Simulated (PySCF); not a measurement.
# Irc calculation, with input and output: AlHSCl

System: AlHSCl, multiplicity 2.
Method: HF/cc-pV(D+d)Z, UHF, dispersion D3(BJ) (PySCF 2.14.0).

The input sets isotopic masses. The geometry was optimised with HF/cc-pV(D+d)Z saddle. Figures and captions count atoms from 1; the log counts them from 0 in places.

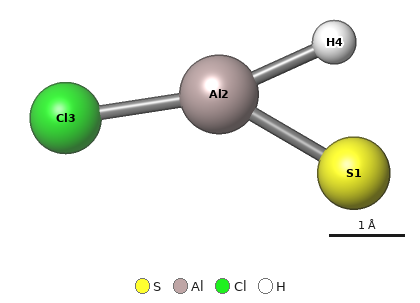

Figure 1. The input geometry (ball-and-stick view, seen on its broad side; atoms are numbered from 1 in the order of the input). Sticks mark near contacts. Bond lengths as drawn: Al–Cl 2.09 Å, Al–H 1.70 Å and Al–S 2.10 Å.

### Key numbers

- outcome: converged
- total energy: −1099.602891 hartree
- basis functions: 74
- wavenumbers, lowest and highest: 1850i and 1602 cm⁻¹
- hardware: 1 thread of Arm Neoverse V1, 24 GiB of memory available, shared host
- wall time: 65 s
- peak memory: 0.45 GiB

### The input (calc.py)
```python
import numpy
from pyscf import gto, scf
from pyscf.hessian import thermo

system = gto.Mole()
system.atom = 'mol.xyz'
system.spin = 1
system.verbose = 3
system.basis = 'cc-pv(d+d)z'
system.max_memory = 1860
system.build()

mf = scf.UHF(system)
mf = mf.density_fit(auxbasis='cc-pvdz-jkfit')
mf.max_cycle = 100
mf.disp = 'd3bj'
mf.kernel()
modes = thermo.harmonic_analysis(system, mf.Hessian().kernel())
print('lowest modes (1/cm)', numpy.round(modes['freq_wavenumber'][:3], 1))
w = numpy.sqrt(system.atom_mass_list(isotope_avg=True))[:, None]
mode = modes['norm_mode'][0] * w
mode /= numpy.linalg.norm(mode)
scanner = mf.nuc_grad_method().as_scanner()
x_ts, e_ts, ds = system.atom_coords() * w, mf.e_tot, 0.3  # mass-weighted, bohr amu^1/2
path = []
for sign in (1, -1):
    x, e_old = x_ts + sign * ds * mode, e_ts
    for k in range(1, 13):
        e, g = scanner(system.set_geom_(x / w, unit='bohr', inplace=False))
        if e > e_old:
            break
        path.append((sign * k * ds, e, x / w, g))
        d1 = -g / w / numpy.linalg.norm(g / w)
        g2 = scanner(system.set_geom_((x + 0.5 * ds * d1) / w, unit='bohr', inplace=False))[1] / w  # midpoint rule
        x, e_old = x - ds * g2 / numpy.linalg.norm(g2), e
path.sort(key=lambda p: p[0])
print('s (bohr amu^1/2)   E - E(TS) (kcal/mol)')
for s, e, x, g in path:
    print('%7.2f %10.3f' % (s, (e - e_ts) * 627.5095))
for s, e, x, g in (path[0], path[-1]):
    print('end at s = %.2f' % s)
    print(system.set_geom_(x, unit='bohr', inplace=False).tostring())
```

### File mol.xyz
```
4
AlClHS
S      0.428429     1.140374    -0.763553
Al    -0.170267    -0.548323     0.335723
Cl     0.107535    -2.614014     0.420957
H     -0.671216     1.047358     0.626933
```

Launch command:
```bash
OMP_NUM_THREADS=1 python calc.py
```

### What the program printed
```
WARN: HOMO -0.138994619060208 >= LUMO -0.138994619060208

converged SCF energy = -1099.60289141027  <S^2> = 0.80519303  2S+1 = 2.0544518

WARN: DFTD3 does not support analytical Hessian, using finite difference

WARN: Mole.unit (angstrom) is changed to Bohr

lowest modes (1/cm) [  0. +1850.5j 153.9   +0.j  264.9   +0.j ]

WARN: Mole.unit (angstrom) is changed to bohr

converged SCF energy = -1099.60739259425  <S^2> = 0.78595635  2S+1 = 2.0356388
--------------- DFUHF_Scanner gradients ---------------
         x                y                z
0 S    -0.0123711157     0.0012507919     0.0151632574
1 Al    -0.0013472670    -0.0121171524     0.0042109572
2 Cl     0.0025188259    -0.0042837005    -0.0022453134
3 H     0.0111995567     0.0151500610    -0.0171289012
----------------------------------------------

WARN: Mole.unit (angstrom) is changed to bohr

converged SCF energy = -1099.61166683813  <S^2> = 0.77685439  2S+1 = 2.0266765
--------------- DFUHF_Scanner gradients ---------------
         x                y                z
0 S    -0.0151568059     0.0007025210     0.0187510500
1 Al    -0.0009969488    -0.0134852484     0.0040599745
2 Cl     0.0028927445    -0.0053580581    -0.0024870367
3 H     0.0132610102     0.0181407855    -0.0203239878
----------------------------------------------

WARN: Mole.unit (angstrom) is changed to bohr

converged SCF energy = -1099.61642699939  <S^2> = 0.77086416  2S+1 = 2.0207565
--------------- DFUHF_Scanner gradients ---------------
         x                y                z
0 S    -0.0165960207    -0.0002018420     0.0207344296
1 Al    -0.0000803171    -0.0135267999     0.0029257694
2 Cl     0.0028935371    -0.0059457315    -0.0023652331
3 H     0.0137828007     0.0196743734    -0.0212949659
----------------------------------------------

WARN: Mole.unit (angstrom) is changed to bohr

converged SCF energy = -1099.62130920245  <S^2> = 0.76716072  2S+1 = 2.0170877
--------------- DFUHF_Scanner gradients ---------------
         x                y                z
0 S    -0.0172358248    -0.0013244669     0.0217666886
1 Al     0.0012227072    -0.0127320387     0.0011350872
2 Cl     0.0026719595    -0.0062819008    -0.0020187276
3 H     0.0133411581     0.0203384065    -0.0208830482
----------------------------------------------

WARN: Mole.unit (angstrom) is changed to bohr

converged SCF energy = -1099.62610667297  <S^2> = 0.76492076  2S+1 = 2.0148655
--------------- DFUHF_Scanner gradients ---------------
         x                y                z
0 S    -0.0173883266    -0.0023773808     0.0221768058
1 Al     0.0023985181    -0.0112197067    -0.0006468963
2 Cl     0.0023094832    -0.0063905791    -0.0015440815
3 H     0.0126803253     0.0199876666    -0.0199858280
----------------------------------------------

WARN: Mole.unit (angstrom) is changed to bohr

converged SCF energy = -1099.63068568298  <S^2> = 0.76351165  2S+1 = 2.0134663
--------------- DFUHF_Scanner gradients ---------------
         x                y                z
0 S    -0.0172006279    -0.0033715060     0.0221504732
1 Al     0.0039941395    -0.0100274836    -0.0028854209
2 Cl     0.0018667528    -0.0063923827    -0.0009917053
3 H     0.0113397356     0.0197913724    -0.0182733470
----------------------------------------------

WARN: Mole.unit (angstrom) is changed to bohr

converged SCF energy = -1099.63499009089  <S^2> = 0.76259186  2S+1 = 2.0125525
--------------- DFUHF_Scanner gradients ---------------
         x                y                z
0 S    -0.0168358531    -0.0041410921     0.0218564464
1 Al     0.0050058702    -0.0081514345    -0.0045388082
2 Cl     0.0013687644    -0.0062577945    -0.0003989316
3 H     0.0104612185     0.0185503210    -0.0169187065
----------------------------------------------

WARN: Mole.unit (angstrom) is changed to bohr

converged SCF energy = -1099.63896439794  <S^2> = 0.76193943  2S+1 = 2.011904
--------------- DFUHF_Scanner gradients ---------------
         x                y                z
0 S    -0.0162868200    -0.0047620837     0.0213016389
1 Al     0.0066564168    -0.0071948726    -0.0067965701
2 Cl     0.0008396390    -0.0060660293     0.0002207166
3 H     0.0087907643     0.0180229855    -0.0147257855
----------------------------------------------

WARN: Mole.unit (angstrom) is changed to bohr

converged SCF energy = -1099.64260836985  <S^2> = 0.76144399  2S+1 = 2.0114114
--------------- DFUHF_Scanner gradients ---------------
         x                y                z
0 S    -0.0156749328    -0.0051130584     0.0206120491
1 Al     0.0072302745    -0.0052510996    -0.0079181546
2 Cl     0.0002851552    -0.0057749991     0.0008512401
3 H     0.0081595031     0.0161391571    -0.0135451347
----------------------------------------------

WARN: Mole.unit (angstrom) is changed to bohr

converged SCF energy = -1099.64589071305  <S^2> = 0.76105339  2S+1 = 2.011023
--------------- DFUHF_Scanner gradients ---------------
         x                y                z
0 S    -0.0149219422    -0.0052886691     0.0197098923
1 Al     0.0089394153    -0.0048245007    -0.0101382406
2 Cl    -0.0002836324    -0.0054416512     0.0014907551
3 H     0.0062661593     0.0155548211    -0.0110624067
----------------------------------------------

WARN: Mole.unit (angstrom) is changed to bohr

converged SCF energy = -1099.64883215005  <S^2> = 0.76071451  2S+1 = 2.010686
--------------- DFUHF_Scanner gradients ---------------
         x                y                z
0 S    -0.0141596770    -0.0051887691     0.0187386087
1 Al     0.0087069953    -0.0027053058    -0.0102911937
2 Cl    -0.0008666833    -0.0050348290     0.0021327002
3 H     0.0063193650     0.0129289038    -0.0105801151
----------------------------------------------

WARN: Mole.unit (angstrom) is changed to bohr

converged SCF energy = -1099.65140769594  <S^2> = 0.76044678  2S+1 = 2.0104196
--------------- DFUHF_Scanner gradients ---------------
         x                y                z
0 S    -0.0132429714    -0.0048930887     0.0175338638
1 Al     0.0108289231    -0.0032242575    -0.0128283859
2 Cl    -0.0014540044    -0.0045894426     0.0027719112
3 H     0.0038680527     0.0127067888    -0.0074773891
----------------------------------------------

WARN: Mole.unit (angstrom) is changed to bohr

converged SCF energy = -1099.65362441484  <S^2> = 0.76018268  2S+1 = 2.0101569
--------------- DFUHF_Scanner gradients ---------------
         x                y                z
0 S    -0.0123843137    -0.0043509965     0.0163500094
1 Al     0.0085825085    -0.0000696879    -0.0106865852
2 Cl    -0.0020530436    -0.0041084786     0.0034182964
3 H     0.0058548488     0.0085291629    -0.0090817206
----------------------------------------------

WARN: Mole.unit (angstrom) is changed to bohr

converged SCF energy = -1099.65546903862  <S^2> = 0.76001364  2S+1 = 2.0099887
--------------- DFUHF_Scanner gradients ---------------
         x                y                z
0 S    -0.0112934782    -0.0035614801     0.0148249810
1 Al     0.0129748269    -0.0030734780    -0.0155353544
2 Cl    -0.0026117379    -0.0036086482     0.0040104367
3 H     0.0009303892     0.0102436063    -0.0033000632
----------------------------------------------

WARN: Mole.unit (angstrom) is changed to bohr

converged SCF energy = -1099.65628658094  <S^2> = 0.75977047  2S+1 = 2.0097467
--------------- DFUHF_Scanner gradients ---------------
         x                y                z
0 S    -0.0105169288    -0.0027174270     0.0136804096
1 Al     0.0014326846     0.0062927045    -0.0031013570
2 Cl    -0.0032139626    -0.0031350956     0.0046623377
3 H     0.0122982068    -0.0004401819    -0.0152413902
----------------------------------------------

WARN: Mole.unit (angstrom) is changed to bohr

converged SCF energy = -1099.65770360184  <S^2> = 0.75976238  2S+1 = 2.0097387
--------------- DFUHF_Scanner gradients ---------------
         x                y                z
0 S    -0.0096263999    -0.0019019100     0.0123996980
1 Al     0.0142586083    -0.0034006261    -0.0170675634
2 Cl    -0.0034413568    -0.0028989798     0.0048965130
3 H    -0.0011908516     0.0082015160    -0.0002286475
----------------------------------------------

WARN: Mole.unit (angstrom) is changed to bohr

converged SCF energy = -1099.65367211566  <S^2> = 0.75947438  2S+1 = 2.009452
--------------- DFUHF_Scanner gradients ---------------
         x                y                z
0 S    -0.0087036737    -0.0006767222     0.0109932353
1 Al    -0.0183826743     0.0182362004     0.0191092402
2 Cl    -0.0042524841    -0.0022742175     0.0057772728
3 H     0.0313388321    -0.0152852606    -0.0358797483
----------------------------------------------

WARN: Mole.unit (angstrom) is changed to bohr

converged SCF energy = -1099.60924361542  <S^2> = 0.78413685  2S+1 = 2.0338504
--------------- DFUHF_Scanner gradients ---------------
         x                y                z
0 S     0.0197982038    -0.0039206799    -0.0238656185
1 Al     0.0044865971     0.0178815558    -0.0093297816
2 Cl    -0.0041426331     0.0064662914     0.0038140262
3 H    -0.0201421678    -0.0204271672     0.0293813740
----------------------------------------------

WARN: Mole.unit (angstrom) is changed to bohr

converged SCF energy = -1099.61645358045  <S^2> = 0.76861535  2S+1 = 2.0185295
--------------- DFUHF_Scanner gradients ---------------
         x                y                z
0 S     0.0243679634    -0.0056622894    -0.0291994260
1 Al     0.0064200811     0.0238732155    -0.0129921652
2 Cl    -0.0056481298     0.0089069824     0.0051811021
3 H    -0.0251399147    -0.0271179085     0.0370104891
----------------------------------------------

WARN: Mole.unit (angstrom) is changed to bohr

converged SCF energy = -1099.62459275114  <S^2> = 0.76065824  2S+1 = 2.01063
--------------- DFUHF_Scanner gradients ---------------
         x                y                z
0 S     0.0230079536    -0.0068238731    -0.0272610839
1 Al     0.0078912183     0.0267349666    -0.0154242312
2 Cl    -0.0065453179     0.0104379985     0.0059798206
3 H    -0.0243538540    -0.0303490921     0.0367054945
----------------------------------------------

WARN: Mole.unit (angstrom) is changed to bohr

converged SCF energy = -1099.63229338627  <S^2> = 0.75723986  2S+1 = 2.0072268
--------------- DFUHF_Scanner gradients ---------------
         x                y                z
0 S     0.0162612390    -0.0070648528    -0.0187988516
1 Al     0.0088995620     0.0283233267    -0.0170132785
2 Cl    -0.0070296536     0.0113366851     0.0063959229
3 H    -0.0181311474    -0.0325951590     0.0294162072
----------------------------------------------

WARN: Mole.unit (angstrom) is changed to bohr

converged SCF energy = -1099.63924243453  <S^2> = 0.75586641  2S+1 = 2.0058578
--------------- DFUHF_Scanner gradients ---------------
         x                y                z
0 S     0.0089249225    -0.0072024157    -0.0096230983
1 Al     0.0096477052     0.0300565183    -0.0183081802
2 Cl    -0.0073416788     0.0120051220     0.0066453006
3 H    -0.0112309490    -0.0348592246     0.0212859779
----------------------------------------------

WARN: Mole.unit (angstrom) is changed to bohr

converged SCF energy = -1099.6453079846  <S^2> = 0.75523151  2S+1 = 2.0052247
--------------- DFUHF_Scanner gradients ---------------
         x                y                z
0 S     0.0008276786    -0.0063293654     0.0002902452
1 Al     0.0106732094     0.0294052573    -0.0194507296
2 Cl    -0.0075600419     0.0124454768     0.0068255560
3 H    -0.0039408460    -0.0355213687     0.0123349284
----------------------------------------------

WARN: Mole.unit (angstrom) is changed to bohr

converged SCF energy = -1099.65038973127  <S^2> = 0.75504769  2S+1 = 2.0050413
--------------- DFUHF_Scanner gradients ---------------
         x                y                z
0 S     0.0047613591    -0.0092932786    -0.0039950831
1 Al     0.0128160894     0.0195415318    -0.0200617007
2 Cl    -0.0078055001     0.0127899830     0.0070596157
3 H    -0.0097719484    -0.0230382363     0.0169971681
----------------------------------------------

WARN: Mole.unit (angstrom) is changed to bohr

converged SCF energy = -1099.65417181332  <S^2> = 0.7548555  2S+1 = 2.0048496
--------------- DFUHF_Scanner gradients ---------------
         x                y                z
0 S    -0.0050713403    -0.0058787340     0.0075510603
1 Al     0.0141738096     0.0133732809    -0.0204658181
2 Cl    -0.0079185693     0.0127910136     0.0072003801
3 H    -0.0011839000    -0.0202855605     0.0057143777
----------------------------------------------

WARN: Mole.unit (angstrom) is changed to bohr

converged SCF energy = -1099.65631992284  <S^2> = 0.75486592  2S+1 = 2.00486
--------------- DFUHF_Scanner gradients ---------------
         x                y                z
0 S     0.0073815349    -0.0133953941    -0.0064049104
1 Al     0.0154118769     0.0069787285    -0.0206734569
2 Cl    -0.0080657595     0.0125453010     0.0074352333
3 H    -0.0147276522    -0.0061286354     0.0196431340
----------------------------------------------

WARN: Mole.unit (angstrom) is changed to bohr

converged SCF energy = -1099.658310428  <S^2> = 0.75484458  2S+1 = 2.0048387
--------------- DFUHF_Scanner gradients ---------------
         x                y                z
0 S    -0.0130583416    -0.0012828068     0.0165491315
1 Al     0.0154591026     0.0058841042    -0.0205036569
2 Cl    -0.0079849511     0.0120553265     0.0074368596
3 H     0.0055841901    -0.0166566239    -0.0034823342
----------------------------------------------

WARN: Mole.unit (angstrom) is changed to bohr

converged SCF energy = -1099.65099601688  <S^2> = 0.75495782  2S+1 = 2.0049517
--------------- DFUHF_Scanner gradients ---------------
         x                y                z
0 S     0.0283049290    -0.0296564276    -0.0290950652
1 Al     0.0166769637     0.0008171238    -0.0209634431
2 Cl    -0.0082264520     0.0118905488     0.0077723789
3 H    -0.0367554407     0.0169487551     0.0422861295
----------------------------------------------
s (bohr amu^1/2)   E - E(TS) (kcal/mol)
  -1.50    -33.527
  -1.20    -29.806
  -0.90    -22.811
  -0.60    -13.618
  -0.30     -3.986
   0.30     -2.825
   0.60     -8.494
   0.90    -14.568
   1.20    -20.142
   1.50    -24.923
   1.80    -28.828
   2.10    -31.835
   2.40    -33.506
end at s = -1.50

WARN: Mole.unit (angstrom) is changed to bohr

S           0.42314349        1.14414909       -0.75775157
Al         -0.17802649       -0.56518006        0.34891929
Cl          0.11160247       -2.62056509        0.41725444
H          -0.43845326        1.60890193        0.21939868
end at s = 2.40

WARN: Mole.unit (angstrom) is changed to bohr

S           0.45424719        1.14582386       -0.79688221
Al         -0.18498573       -0.53305019        0.35088444
Cl          0.10731590       -2.60583694        0.41952146
H          -1.09069001        0.17763260        1.33164084
```

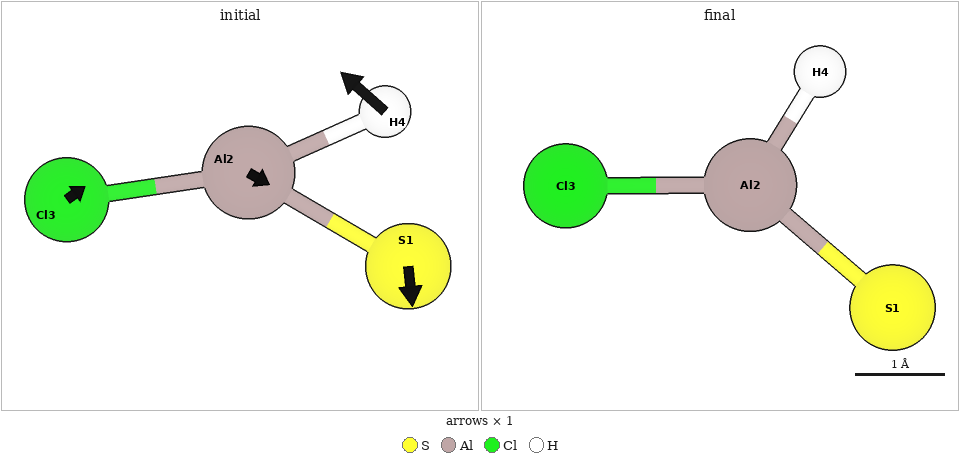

Figure 2. Before (left) and after (right) the relaxation, at one scale (ball-and-stick view, seen on its broad side). The black arrows give the displacements, at true length. The atom that moves furthest after the best rigid fit is H4 (0.68 Å). Largest moves by element: H 0.68 Å, S 0.47 Å, Al 0.28 Å, Cl 0.27 Å. Among the contacts that change: Al2–H4 1.698 → 1.512 Å, S1–Al2 2.102 → 2.132 Å, Al2–Cl3 2.086 → 2.094 Å. Among the angles that change: S1–Al2–H4 54.5° → 99.1°, Cl3–Al2–H4 164.4° → 121.8°, S1–Al2–Cl3 141.2° → 139.0°. (Atoms are counted from 1 in the order of the input.)

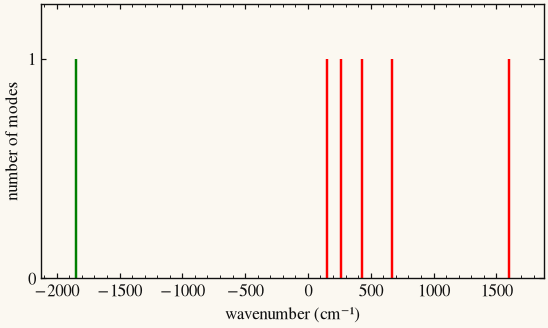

Figure 3. Harmonic vibrational wavenumbers from the force constants; neighbouring modes closer than 16 cm⁻¹ are counted in one stick, and imaginary ones are drawn at negative wavenumbers. 6 modes from 1850i to 1602 cm⁻¹, 1 imaginary beyond 8i (1850i cm⁻¹): a first-order saddle point, if the geometry is stationary.
